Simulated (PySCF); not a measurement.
## A study: Cl$_{2}$F$_{2}$Zr

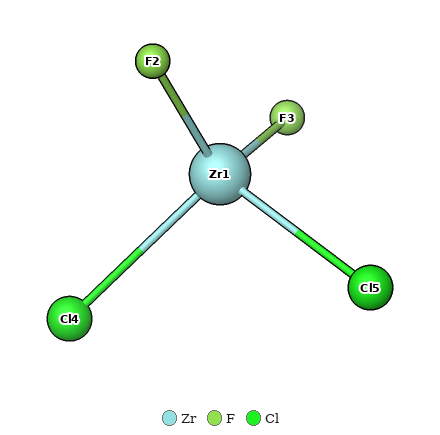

The molecule, with its atoms numbered as below. No frequency check shows the geometry to be a minimum.

Geometry (Å), atoms numbered from 1:

```
Zr1     -0.0000    0.3344    0.0000
F2       0.0001    1.2471   -1.5926
F3      -0.0001    1.2471    1.5926
Cl4      1.7685   -1.0536    0.0000
Cl5     -1.7685   -1.0537   -0.0000
```

Part 1: Bonding charge

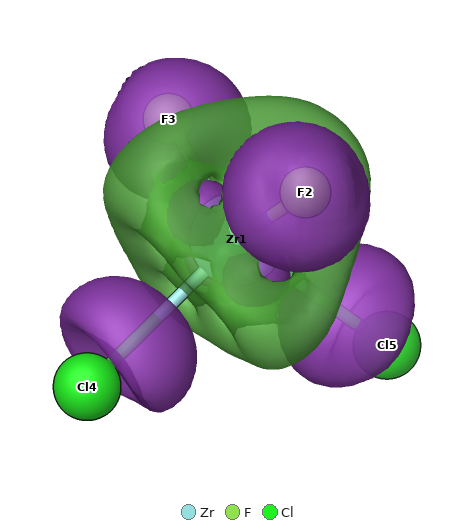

Deformation density (molecule less spherical, spin-averaged free atoms at the same positions), surfaces at ±0.04 e/Å³; purple: gain, green: loss.

PySCF calculation, BLYP/def2-SVP, gas phase; geometry: GFN2-xTB. Core potentials replace the inner electrons of Zr; spin–orbit coupling isn't included. This is a single-reference result, which may miss multireference character in this system.

**Describe the bonding that the map shows.**

Zr1–Cl5 and Zr1–Cl4: +0.09 e/Å³ at the bond critical point (bond length 2.25 Å, Mayer order 1.3). Zr1–F2 and Zr1–F3: +0.03 e/Å³ at the bond critical point (bond length 1.84 Å, Mayer order 1.2); up to 0.6 Å beside the axis the gain reaches +0.20 e/Å³. In all, 1.0 electrons gather in the regions of gain relative to the promolecule. A small or negative value marks a very polar bond, one between electron-rich atoms, whose free-atom densities already overlap strongly, a long bond to a heavier atom, or a closed-shell contact such as a hydrogen bond.

Part 2: Bond critical points

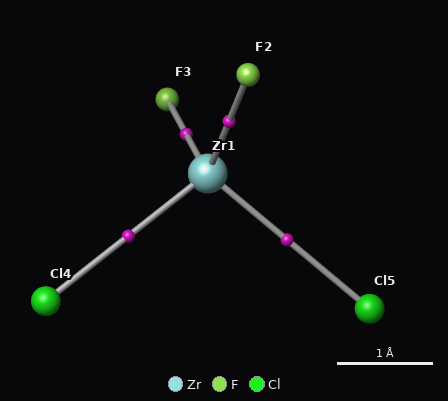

Molecular graph of the electron density (QTAIM): bond paths, bond critical points (magenta), ring points (cyan, if any); weak paths are dashed.

**How many critical points of each kind are there, and does the count close?**

5 nuclei, 4 bond, 0 ring and 0 cage critical points: 5 − 4 + 0 − 0 = 1, as the Poincaré–Hopf relation requires.

**Tabulate density, Laplacian, ellipticity and energy density at the bond critical points (atomic units).**

```json
{"bond": "Zr1–F2 (2 alike)", "length (Å)": "1.836", "ρ (a.u.)": "0.154", "∇²ρ (a.u.)": "+0.88", "ε": "0.01", "H (a.u.)": "−0.029"}
{"bond": "Zr1–Cl5 (2 alike)", "length (Å)": "2.248", "ρ (a.u.)": "0.103", "∇²ρ (a.u.)": "+0.29", "ε": "0.01", "H (a.u.)": "−0.029"}
```

**What kind of interaction is Zr1–F2?**

Polar or intermediate (positive Laplacian, negative energy density H): ρ = 0.154, ∇²ρ = +0.88, H = −0.029 a.u.

Part 3: Local ionisation energy

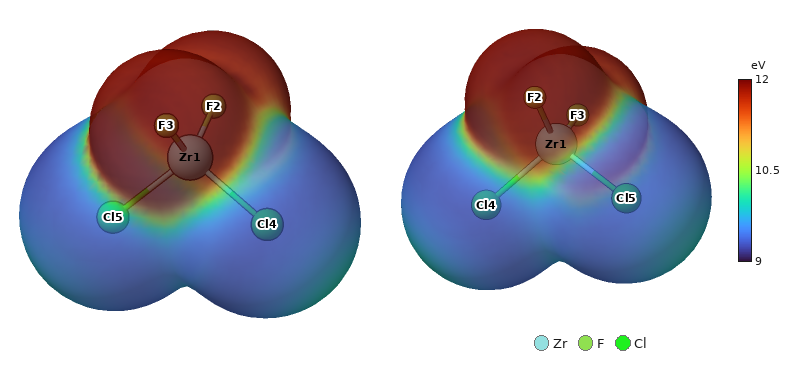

Average local ionisation energy on the surface of electron density 0.001 a.u. (back view left, front view right).

**Locate the minima of the map.**

The lowest value is 9.3 eV, 2.1 Å from Cl5, and at like points elsewhere. For comparison, the highest occupied orbital lies at −8.0 eV.

Part 4: Excited states

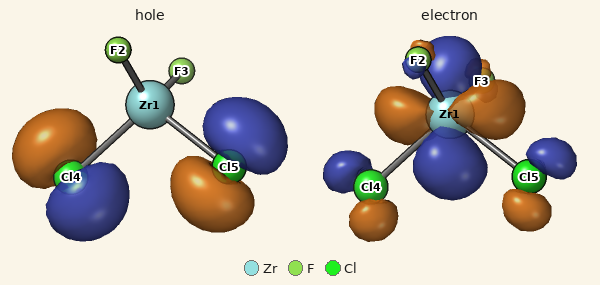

Leading natural transition orbital pair of T₁ (TDA triplet states); the surfaces enclose about 70 % of each orbital's density.

Method: B3LYP/def2-SVPD; geometry: GFN2-xTB; program: PySCF. Core potentials replace the inner electrons of Zr; spin–orbit coupling isn't included. This is a single-reference result, which may miss multireference character in this system.

**What kind of excitation is it, and where does it lie?**

5.75 eV (216 nm), spin-forbidden from the singlet ground state, ligand-to-metal charge transfer; the leading pair carries 99 %; hole on Cl4 and Cl5 (46 % each) and Zr1 (7 %), electron on Zr1 (66 %) and Cl4 and Cl5 (14 % each); their centroids lie 0.9 Å apart. In canonical orbitals it is mainly HOMO → LUMO (98 %). The HOMO–LUMO gap is 7.27 eV.

The PySCF runs shown took 8.4 s and 100 s on 1 thread of Intel(R) Xeon(R) 6975P-C (Granite Rapids) (shared host).
